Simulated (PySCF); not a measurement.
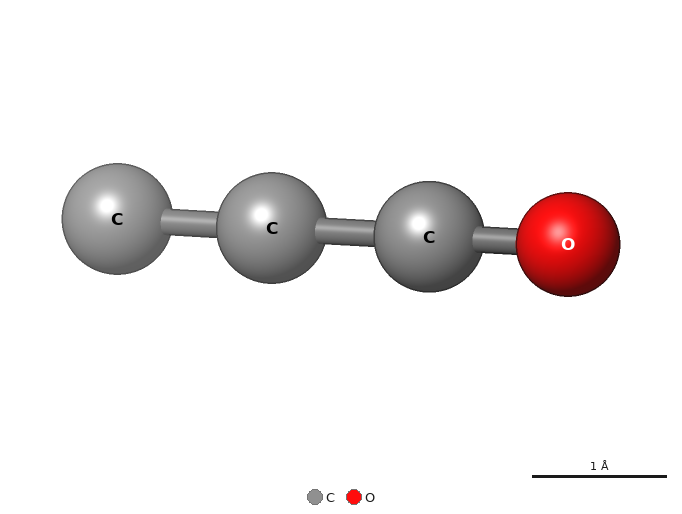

Distant atoms are faded towards the background colour. Computed geometry: PBE0-D3(BJ)/def2-SVP optimisation. No frequency run is at hand to confirm it as a minimum. Masses are those of the most abundant isotopes; constants are for the rigid equilibrium geometry.

Classify the rotor and give the rotational constants (cm⁻¹).

Answer. A linear rotor (C∞v) with B = 0.159 cm⁻¹.
